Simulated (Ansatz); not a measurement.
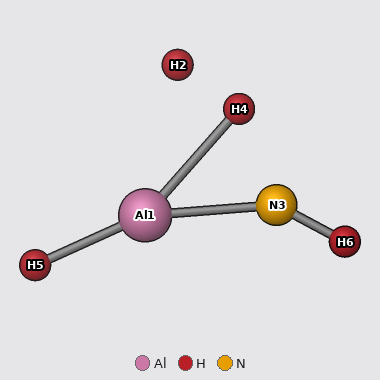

The system is the reacting system AlH₄N (fragments AlH₄N where the first distance is long, AlH₂N + H₂ where the second is long); the picture shows the reference structure. 
- Coordinates scanned: (1) distance H2–H4 (bond that forms); (2) distance N3–H4 (bond that breaks).
- Relaxed at each point: all other coordinates.
- Grid: 11 × 11 points.
- Points are written as (first, second).
- Energies are in kJ/mol, from a guessed transition structure relaxed with its forming and breaking bonds held.
- The restricted reference is unstable at some or all points, so the energies there are unreliable.
- Method: Ansatz, RHF-MP2, frozen core/def2-TZVP.

Its coordinates:

```xyz
6

Al   -0.7910    0.2978   -0.1438
H     0.9988    1.0837   -0.5732
N     0.3752   -0.8235    0.4201
H     1.0483    0.2074   -0.1232
H    -2.1870    0.9413   -0.4561
H     0.5559   -1.7068    0.8763
```

Range: distance H2–H4 (bond that forms) from 0.666 to 2.466 Å; distance N3–H4 (bond that breaks) from 0.918 to 2.118 Å.

Q: Predict the map.

A: The lowest grid point is at (2.466 Å, 0.985 Å), −283 kJ/mol from a guessed transition structure relaxed with its forming and breaking bonds held. It lies at the edge of the scanned range, so the true minimum may lie outside. The highest grid point, (0.666 Å, 0.918 Å), lies 625 kJ/mol above the lowest.

```tsv
second ↓, first →	0.666	0.767	0.907	1.066	1.239	1.423	1.617	1.819	2.028	2.244	2.466
2.118	−9	−25	0	57	111	147	177	197	201	198	195
1.970	−1	−21	0	49	93	122	143	153	153	148	144
1.826	10	−14	0	37	69	89	101	102	98	92	86
1.686	27	−4	−1	21	39	49	51	45	37	29	23
1.552	49	9	−4	0	4	2	−5	−16	−27	−37	−45
1.423	78	24	−8	−23	−35	−48	−64	−80	−94	−106	−115
1.300	114	43	−11	−46	−74	−99	−122	−142	−159	−172	−182
1.184	157	67	−9	−63	−106	−141	−170	−194	−214	−229	−240
1.078	209	102	6	−66	−121	−165	−199	−227	−248	−265	−277
0.985	274	153	41	−45	−110	−160	−199	−230	−253	−270	−283
0.918	342	213	90	−4	−76	−131	−173	−205	−230	−248	−262
```

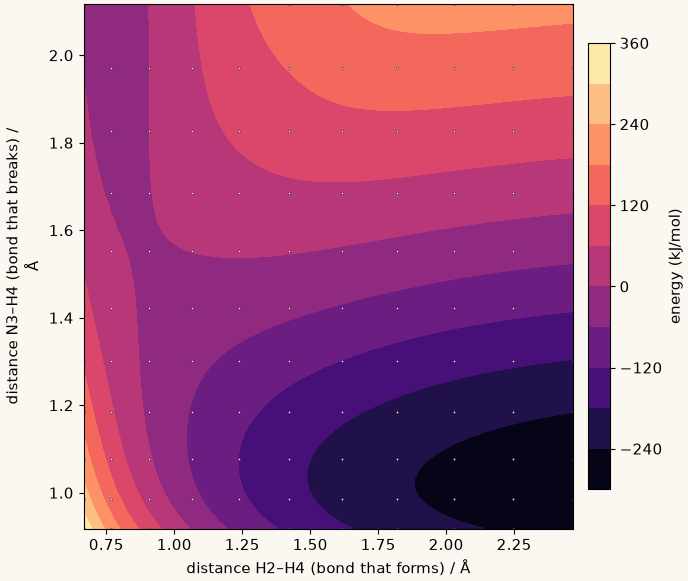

In the figure: filled contours, dots at the grid points. Between grid points the surface is interpolated.

The whole map (121 points run) took 24 min on 1 thread of Intel(R) Xeon(R) Platinum 8488C (Sapphire Rapids), with other jobs on the host.
